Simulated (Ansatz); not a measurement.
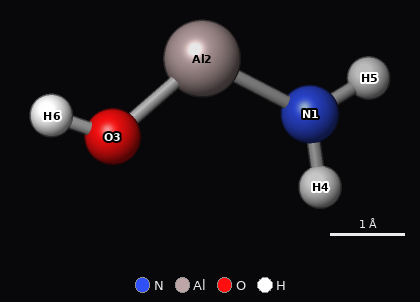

*The structure as given in the input (ball-and-stick view, seen at a tilt; atoms are numbered from 1 in the order of the input). Sticks mark near contacts.*

# Nudged elastic band of AlNH3O

System: AlNH3O, multiplicity 2, SMILES [NH2][Al][OH].
Method: UKS B3LYP-D4/def2-TZVP (Ansatz 0.2.0).

It belongs to a series of runs on one base structure; here: band between the two ends. Figures and captions count atoms from 1; the log counts them from 0 in places.

**The input**
```yaml
crystal:
  periodic: [false, false, false]
  atoms:
    - { symbol: "N", position_ang: [-0.919969, 0.238679, -0.772401] }
    - { symbol: Al, position_ang: [0.639756, 0.570474, 0.005525] }
    - { symbol: O, position_ang: [1.172467, -0.596094, 1.137904] }
    - { symbol: H, position_ang: [-1.484186, -0.577222, -0.582512] }
    - { symbol: H, position_ang: [-1.361542, 0.82927, -1.458403] }
    - { symbol: H, position_ang: [1.995474, -0.529207, 1.623687] }
magnetization:
  spin_polarized: true
  initial_magnetization: 1
basis:
  gaussian: { orbitals: def2-TZVP }
hamiltonian:
  xc: b3lyp
  dispersion: d4
neb:
  order_check: false
  images: 6
  f_tol: 0.05
  max_iterations: 60
  climbing: false
  final_atoms:
    - { symbol: "N", position_ang: [-0.99163218, 0.08267551, -0.71386191] }
    - { symbol: Al, position_ang: [0.04110068, -0.71399521, 0.48867775] }
    - { symbol: O, position_ang: [1.49262296, 0.10315193, 0.87797017] }
    - { symbol: H, position_ang: [-1.87548819, -0.26646525, -1.04693588] }
    - { symbol: H, position_ang: [-0.76007587, 0.95983006, -1.15758397] }
    - { symbol: H, position_ang: [2.13547259, -0.22929704, 1.50553383] }
  initial_path:
    images:
      - { positions_ang: [[-0.919969, 0.238679, -0.772401], [0.639756, 0.570474, 0.005525], [1.172467, -0.596094, 1.137904], [-1.484186, -0.577222, -0.582512], [-1.361542, 0.82927, -1.458403], [1.995474, -0.529207, 1.623687]] }
      - { positions_ang: [[-0.93784948, 0.21699773, -0.77223705], [0.67652666, 0.31012383, -0.12572396], [1.2047197, -0.62055725, 1.16919492], [-1.50017421, -0.59734055, -0.70201184], [-1.29755233, 0.9466559, -1.23147557], [1.89632966, -0.31997966, 1.61605351]] }
      - { positions_ang: [[-0.95572996, 0.19531647, -0.7720731], [0.71329732, 0.04977365, -0.25697292], [1.2369724, -0.6450205, 1.20048584], [-1.51616242, -0.6174591, -0.82151169], [-1.23356267, 1.0640418, -1.00454814], [1.79718532, -0.11075232, 1.60842002]] }
      - { positions_ang: [[-0.97361043, 0.1736352, -0.77190916], [0.75006798, -0.21057652, -0.38822189], [1.26922511, -0.66948375, 1.23177676], [-1.53215064, -0.63757765, -0.94101153], [-1.169573, 1.1814277, -0.77762071], [1.69804098, 0.09847502, 1.60078652]] }
      - { positions_ang: [[-0.98384803, 0.15134899, -0.76354643], [0.6645458, -0.39407213, -0.31920006], [1.31496167, -0.56959147, 1.19464335], [-1.58805095, -0.59318382, -1.0073578], [-1.08364927, 1.20007913, -0.73464656], [1.71804078, 0.1413193, 1.5839075]] }
      - { positions_ang: [[-0.98644275, 0.12845783, -0.74698492], [0.45673076, -0.50071315, -0.04990746], [1.3741821, -0.34534367, 1.08908563], [-1.68386336, -0.48427763, -1.02055049], [-0.97579147, 1.11999611, -0.8756257], [1.85718472, 0.01778052, 1.55778294]] }
      - { positions_ang: [[-0.98903746, 0.10556667, -0.73042342], [0.24891572, -0.60735418, 0.21938515], [1.43340253, -0.12109587, 0.9835279], [-1.77967577, -0.37537144, -1.03374319], [-0.86793367, 1.03991308, -1.01660483], [1.99632865, -0.10575826, 1.53165839]] }
      - { positions_ang: [[-0.99163218, 0.08267551, -0.71386191], [0.04110068, -0.71399521, 0.48867775], [1.49262296, 0.10315193, 0.87797017], [-1.87548819, -0.26646525, -1.04693588], [-0.76007587, 0.95983006, -1.15758397], [2.13547259, -0.22929704, 1.50553383]] }
```

Hardware: 2 threads of AMD EPYC (Zen 5), 16 GiB of memory available, shared host.

Launch command:
```bash
ansatz run input.yaml --threads 2 --pin off --max-ram 3072MiB --backend cpu --events-out ev --progress --plain --runs-dir out
```

**What the program printed**
```
Engine: ansatz 0.2.0, x86_64-unknown-linux-gnu
Functional definition: B3LYP
  parameter a0 = 0.2
  parameter ax = 0.72
  parameter ac = 0.81
  exchange = (1 - a0 - ax)*slater_x + ax*b88_x + a0*exact_x
  correlation = (1 - ac)*vwn_rpa_c + ac*lyp_c
697 factors; their error is unknown
mean field evaluation 1: about -10171.5340 eV, gradient 6.5e1 eV
mean field evaluation 2: about -10109.9581 eV, gradient 1.2e2 eV
mean field evaluation 4: about -10186.5006 eV, gradient 7.1e0 eV
mean field evaluation 8: about -10186.7036 eV, gradient 1.8e-1 eV
mean field evaluation 16: about -10186.7038 eV, gradient 5.3e-5 eV
mean field -10186.70376733 eV, -374.3544586536 hartree, gradient 5.3e-5 eV, S^2 0.751515; 0 other end points of the search recorded, 0 dependent functions left out
the calculation of the forces begins
reference -10186.70398447 eV, -374.3544666333 hartree; 16, 15 occupied and 101, 102 virtual orbitals, 697 factors
697 factors; their error is unknown
mean field evaluation 32: about -10186.7036 eV, gradient 5.3e-5 eV
mean field -10186.70363818 eV, -374.3544539075 hartree, gradient 5.3e-5 eV, S^2 0.751513; 0 other end points of the search recorded, 0 dependent functions left out
[... from here on the field's lines of each further geometry are left out, up to the last ...]
NEB iter   1: max|band force component| = 1.388e1 eV/Å  barrier→ = 3.1316 eV  barrier← = 3.1315 eV  Δτ_max = 0.1992 Å  (229 SCF iters)
NEB iter   2: max|band force component| = 3.653e0 eV/Å  barrier→ = 0.7650 eV  barrier← = 0.7650 eV  Δτ_max = 0.1986 Å  (207 SCF iters)
NEB iter   3: max|band force component| = 1.508e0 eV/Å  barrier→ = 0.3840 eV  barrier← = 0.3840 eV  Δτ_max = 0.1884 Å  (203 SCF iters)
NEB iter   4: max|band force component| = 6.054e-1 eV/Å  barrier→ = 0.2955 eV  barrier← = 0.2954 eV  Δτ_max = 0.1931 Å  (206 SCF iters)
NEB iter   5: max|band force component| = 5.962e-1 eV/Å  barrier→ = 0.2606 eV  barrier← = 0.2605 eV  Δτ_max = 0.1863 Å  (205 SCF iters)
NEB iter   6: max|band force component| = 5.538e0 eV/Å  barrier→ = 0.6775 eV  barrier← = 0.6774 eV  Δτ_max = 0.1029 Å  (203 SCF iters)
NEB iter   7: max|band force component| = 1.517e0 eV/Å  barrier→ = 0.2533 eV  barrier← = 0.2533 eV  Δτ_max = 0.1949 Å  (193 SCF iters)
NEB iter   8: max|band force component| = 4.262e-1 eV/Å  barrier→ = 0.2374 eV  barrier← = 0.2374 eV  Δτ_max = 0.1092 Å  (200 SCF iters)
NEB iter   9: max|band force component| = 1.734e-1 eV/Å  barrier→ = 0.2306 eV  barrier← = 0.2305 eV  Δτ_max = 0.0178 Å  (192 SCF iters)
NEB iter  10: max|band force component| = 5.951e-2 eV/Å  barrier→ = 0.2292 eV  barrier← = 0.2291 eV  Δτ_max = 0.0090 Å  (197 SCF iters)
the calculation of the forces begins
reference -10186.66327657 eV, -374.3529706458 hartree; 16, 15 occupied and 101, 102 virtual orbitals, 697 factors
697 factors; their error is unknown
mean field evaluation 672: about -10186.4767 eV, gradient 3.7e-4 eV
mean field -10186.47672767 eV, -374.3461151001 hartree, gradient 4.5e-5 eV, S^2 0.752331; 1 other end points of the search recorded, 0 dependent functions left out
the calculation of the forces begins
reference -10186.47694704 eV, -374.3461231617 hartree; 16, 15 occupied and 101, 102 virtual orbitals, 697 factors
NEB iter  11: max|band force component| = 1.665e-2 eV/Å  barrier→ = 0.2290 eV  barrier← = 0.2289 eV  Δτ_max = 0.0000 Å  (379 SCF iters)
```

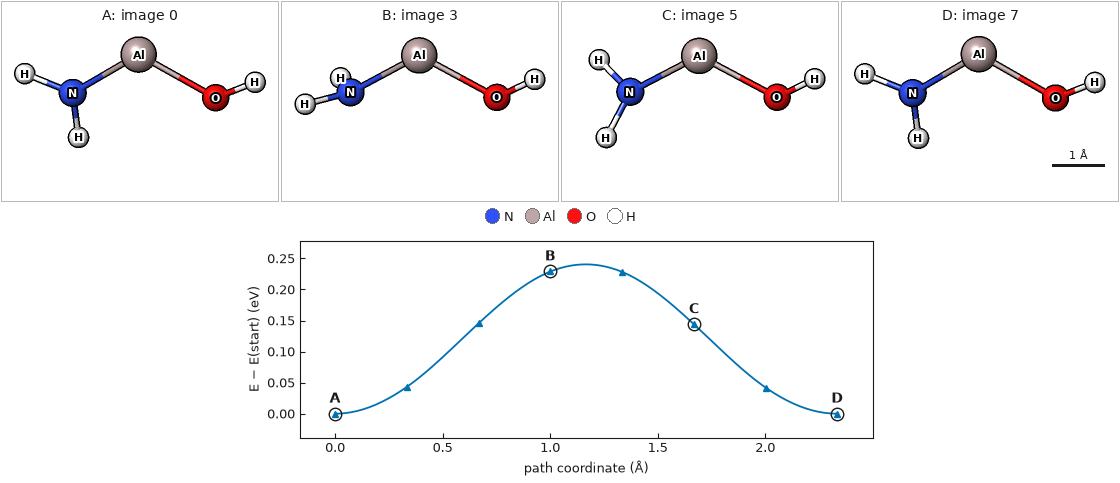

*Images of the last band (counted from 0; ball-and-stick, seen at a tilt) above the energy along the path; the line is a cubic interpolation that uses the forces.*

The highest image is number 3, 0.229 eV above the start and 0.229 eV above the end; start and end have the same energy. The path is 2.34 Å long. The band converged in 11 iterations.

```
Total energy: -10186.61260212 eV, -374.3511083940 hartree
Atom 0 at    -1.021622     0.161121    -0.665482 Å, force     0.008813     0.025656     0.002041 eV/Å
Atom 1 at     0.723667     0.087787    -0.239790 Å, force    -0.002100     0.089005     0.017759 eV/Å
Atom 2 at     1.171181    -0.344856     1.353900 Å, force    -0.004945    -0.053267    -0.016964 eV/Å
Atom 3 at    -1.512527    -0.606649    -1.103589 Å, force    -0.005757    -0.031273     0.055848 eV/Å
Atom 4 at    -1.411410     1.028784    -1.009644 Å, force     0.002529    -0.013807    -0.060070 eV/Å
Atom 5 at     2.092712    -0.390288     1.618405 Å, force     0.001461    -0.016313     0.001385 eV/Å
Dipole moment:     0.114455     0.037755    -0.293671 e Å
this run last wrote the band of iteration 11 to [file]
```

**The last band as extended XYZ (Å, eV, eV/Å)**
```
6
Properties=species:S:1:pos:R:3:forces:R:3 image=0 energy=-10186.84138
N    -0.9200    0.2387   -0.7724    0.0012  -0.0005   0.0002
Al    0.6398    0.5705    0.0055    0.0009   0.0000   0.0004
O     1.1725   -0.5961    1.1379    0.0011  -0.0004   0.0017
H    -1.4842   -0.5772   -0.5825   -0.0002   0.0033  -0.0024
H    -1.3615    0.8293   -1.4584   -0.0011  -0.0030   0.0020
H     1.9955   -0.5292    1.6237   -0.0018   0.0005  -0.0019
6
Properties=species:S:1:pos:R:3:forces:R:3 image=1 energy=-10186.79820
N    -0.9517    0.2118   -0.7591    0.0267   0.0096  -0.0325
Al    0.6777    0.4180   -0.0807   -0.0299   0.1348   0.0732
O     1.1690   -0.5375    1.2508    0.0069  -0.0734  -0.0579
H    -1.5349   -0.6120   -0.7461    0.0153   0.0068   0.1171
H    -1.3684    0.9270   -1.3348   -0.0022  -0.0466  -0.0956
H     2.0502   -0.4713    1.6237   -0.0167  -0.0312  -0.0043
6
Properties=species:S:1:pos:R:3:forces:R:3 image=2 energy=-10186.69574
N    -0.9899    0.1925   -0.7111    0.0241   0.0229  -0.0427
Al    0.7103    0.2576   -0.1697   -0.0166   0.1971   0.0684
O     1.1671   -0.4505    1.3184    0.0080  -0.1210  -0.0384
H    -1.5377   -0.6281   -0.9263   -0.0015  -0.0235   0.1491
H    -1.3841    0.9939   -1.1822   -0.0040  -0.0413  -0.1309
H     2.0763   -0.4295    1.6247   -0.0099  -0.0344  -0.0056
6
Properties=species:S:1:pos:R:3:forces:R:3 image=3 energy=-10186.61238
N    -1.0216    0.1611   -0.6655    0.0088   0.0257   0.0020
Al    0.7237    0.0878   -0.2398   -0.0021   0.0890   0.0178
O     1.1712   -0.3449    1.3539   -0.0049  -0.0533  -0.0170
H    -1.5125   -0.6066   -1.1036   -0.0058  -0.0313   0.0558
H    -1.4114    1.0288   -1.0096    0.0025  -0.0138  -0.0601
H     2.0927   -0.3903    1.6184    0.0015  -0.0163   0.0014
6
Properties=species:S:1:pos:R:3:forces:R:3 image=4 energy=-10186.61312
N    -1.0286    0.1343   -0.6605   -0.0037  -0.0292  -0.0039
Al    0.7036   -0.1528   -0.2783   -0.0062  -0.0947  -0.0124
O     1.1970   -0.1924    1.3588    0.0083   0.0575   0.0129
H    -1.5402   -0.5553   -1.1951    0.0064   0.0306  -0.0571
H    -1.4017    1.0491   -0.8754   -0.0036   0.0196   0.0620
H     2.1119   -0.3470    1.6043   -0.0013   0.0163  -0.0015
6
Properties=species:S:1:pos:R:3:forces:R:3 image=5 energy=-10186.69743
N    -1.0088    0.1383   -0.6980    0.0036  -0.0429  -0.0471
Al    0.5797   -0.4939   -0.1853   -0.0675  -0.1821   0.0791
O     1.2661    0.0007    1.3014    0.0384   0.1112  -0.0462
H    -1.6515   -0.4798   -1.1718    0.0138   0.0449  -0.1274
H    -1.2630    1.0969   -0.8861    0.0091   0.0337   0.1494
H     2.1196   -0.3263    1.5936    0.0027   0.0352  -0.0078
6
Properties=species:S:1:pos:R:3:forces:R:3 image=6 energy=-10186.79936
N    -0.9869    0.1195   -0.7349    0.0057  -0.0367  -0.0250
Al    0.2999   -0.7389    0.1389   -0.0845  -0.0626   0.1133
O     1.4016    0.1405    1.1084    0.0334   0.0344  -0.0798
H    -1.7981   -0.3724   -1.0764    0.0135   0.0060  -0.1043
H    -0.9961    1.0763   -1.0561    0.0247   0.0296   0.1109
H     2.1217   -0.2892    1.5739    0.0071   0.0292  -0.0152
6
Properties=species:S:1:pos:R:3:forces:R:3 image=7 energy=-10186.84131
N    -0.9916    0.0827   -0.7139    0.0061   0.0037   0.0018
Al    0.0411   -0.7140    0.4887   -0.0117  -0.0071  -0.0026
O     1.4926    0.1032    0.8780    0.0067  -0.0008   0.0012
H    -1.8755   -0.2665   -1.0469    0.0003  -0.0026   0.0015
H    -0.7601    0.9598   -1.1576   -0.0072   0.0045  -0.0067
H     2.1355   -0.2293    1.5055    0.0058   0.0023   0.0048
```

**Key numbers**

- outcome: converged
- barrier, forward: 0.229 eV
- barrier, backward: 0.229 eV
- wall time: 56 s (CPU time 1.8 min)
- peak memory: 0.25 GiB

**Remarks**

The order of the saddle point was not checked.
